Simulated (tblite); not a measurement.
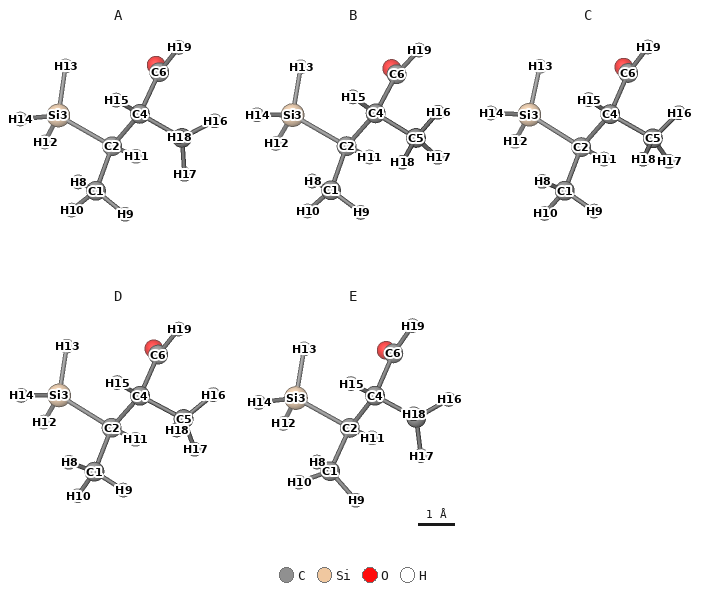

5 geometries from one relaxation of C₅H₁₂OSi, in shuffled order. The picture is a ball-and-stick view, seen at a tilt.

The calculation used GFN2-xTB geometry optimisation, gas phase in tblite. 

**Order the frames from highest to lowest energy.**

E, A, D, C, B. They are steps 0, 38, 62, 71, 125, at +13.0 kcal/mol, +2.82 kcal/mol, +2.02 kcal/mol, +0.94 kcal/mol relative to the last. The largest move after the best rigid fit is that of an H atom, 0.97 Å. Largest moves by element: H 0.97 Å, O 0.20 Å, C 0.19 Å, Si 0.11 Å. Among the contacts that change: C–O 1.242 → 1.199 Å, C–H 1.122 → 1.086 Å, C–H 1.077 → 1.110 Å, C–C 1.504 → 1.536 Å. Among the angles between lasting bonds that change: C–C–H 123.8° → 113.5°, C–C–O 117.8° → 125.9°, C–C–Si 103.6° → 109.4°. Groups turn about C–C by about 55°. The energy falls by 13.0 kcal/mol in 125 geometry steps. The run took 1.4 s on 1 thread of Arm Neoverse N1 (shared host).
